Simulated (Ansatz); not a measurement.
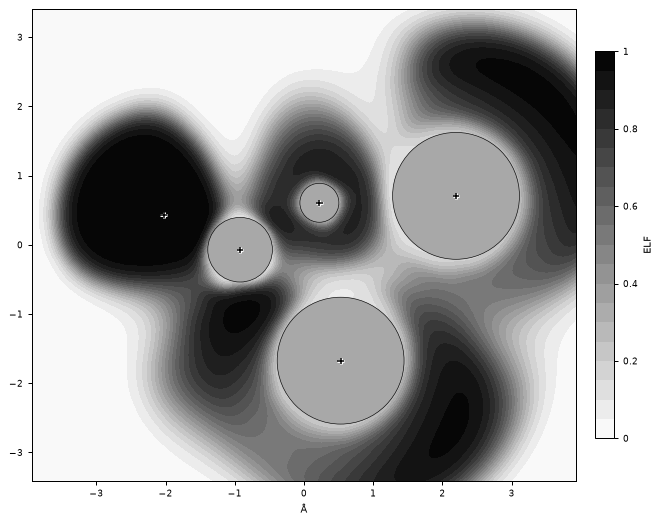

The electron localisation function on a plane through atoms (crosses mark nuclei in the plane; grey discs cover the cores).

Level of theory: isolated molecule in a Gaussian basis; Kohn-Sham density functional theory, functional PBE0 in Ansatz.

Candidates:
A. BGa$_{2}$HO
B. ClFHO$_{2}$Si$_{2}$ (doublet)
C. CH$_{4}$AlInO

Q: Which system is this?

A: Candidate A: BGa$_{2}$HO on the molecular plane, which holds B, Ga, O and H. B–O (1.33 Å): the ELF peaks at about 0.85 between the atoms (a polar covalent bond). Ga–O (1.98 Å): the ELF peaks at about 0.85 in the valence shell of O, 0.6 Å from its nucleus, and is about 0.20 at the midpoint.
